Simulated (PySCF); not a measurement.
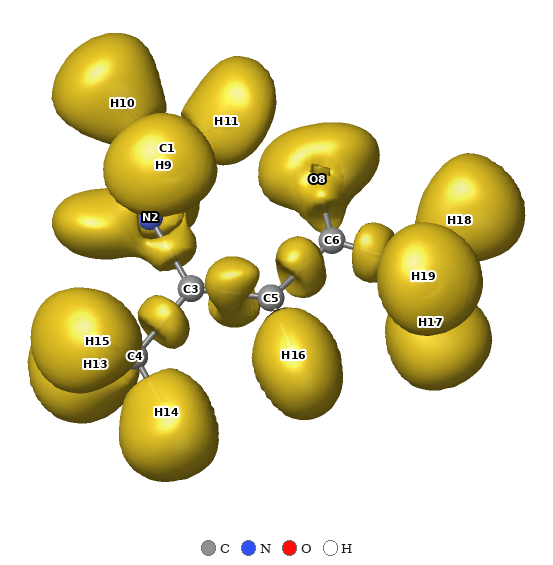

Figure 1: C6H11NO. Isosurface of the electron localisation function at 0.75 (yellow), seen across its widest extent. Core shells and regions of very low density are left out.

Geometry: GFN2-xTB.

All numbers below come from BP86/pcSseg-1, SCF density, in a acetone solvent model, non-relativistic in PySCF.

The calculation's input:

```
{"job": {"kind": "nmr", "xc": "BP86", "basis": "pcSseg-1", "solvent": "acetone", "pop": false}, "charge": 0, "multiplicity": 1}
C     -1.551222     1.600527     0.284087
N     -1.660737     0.324202    -0.409281
C     -0.755645    -0.685989     0.001398
C     -1.466860    -1.927198     0.442180
C      0.585577    -0.589524     0.056801
C      1.398178     0.479772    -0.520441
C      2.879113     0.344458    -0.246549
O      0.953844     1.379154    -1.207760
H     -1.529834     1.410623     1.356672
H     -2.444951     2.178011     0.049117
H     -0.671706     2.190364     0.008792
H     -1.595991     0.476923    -1.411082
H     -2.128445    -2.260081    -0.355361
H     -0.776416    -2.723980     0.701931
H     -2.094478    -1.695042     1.301380
H      1.141332    -1.413797     0.482500
H      3.247264    -0.583919    -0.679148
H      3.416571     1.182481    -0.682167
H      3.054406     0.313018     0.826933
```

Launched as:

```sh
OMP_NUM_THREADS=1 python ens_run.py task.json out
```

Question: What do the ELF domains correspond to?

Answer: At this value the surface marks out four regions between bonded C–C atoms (shared pairs), ten regions around hydrogen nuclei, one region on O in which the atom's valence shell and bonds are merged and one joined region spread over several atoms (H, N), in which their bonds and any lone pairs are merged.

Values along the shortest contacts:
C–O (1.22 Å): the ELF peaks at about 0.85 between the atoms: a multiple bond. C–C (1.35 Å): the ELF peaks at about 0.95 between the atoms (a covalent bond).
